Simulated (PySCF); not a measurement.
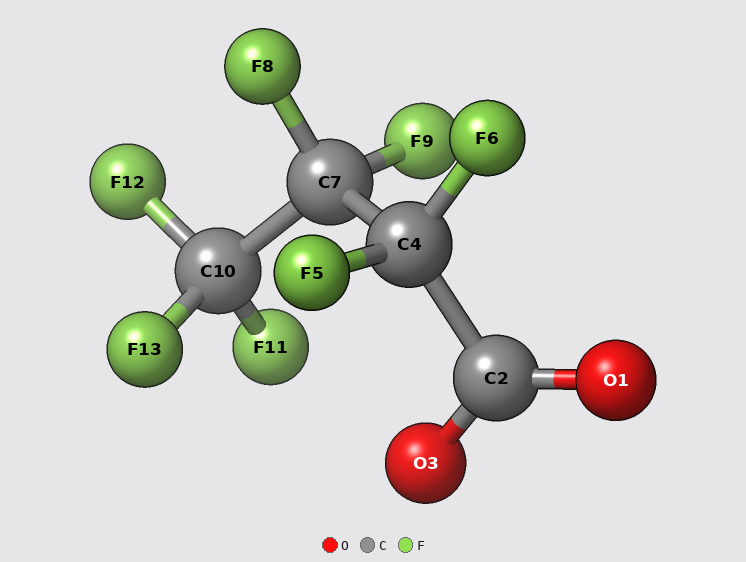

State: charge −1, singlet. The geometry was computed by an optimisation with PBE0-D3(BJ)/def2-SVP. No frequency run is at hand to confirm it as a minimum. Properties computed with B3LYP/pcJ-1 indirect spin-spin coupling, non-relativistic, gas phase (PySCF 2.14.0). Isotopes: 13C, 19F, 17O.

Give the spin–spin coupling constants of these pairs, with the number of bonds between them: C4/F9, C4/F8, F5/F6, C7/F13, F8/C10, O1/F6, C2/F9, C4/F13, F6/F8, F8/F12, F9/F12, F9/F11.

```csv
pair,bonds apart,J (Hz)
"C4, F9",2,41.7
"C4, F8",2,18.6
"F5, F6",2,246.0
"C7, F13",2,46.3
"F8, C10",2,35.8
"O1, F6",3,1.4
"C2, F9",3,−0.9
"C4, F13",3,−4.3
"F6, F8",3,−25.5
"F8, F12",3,−6.4
"F9, F12",3,−14.6
"F9, F11",3,−14.8
```

Density functionals are unreliable for couplings to fluorine, so those rows may be far off.
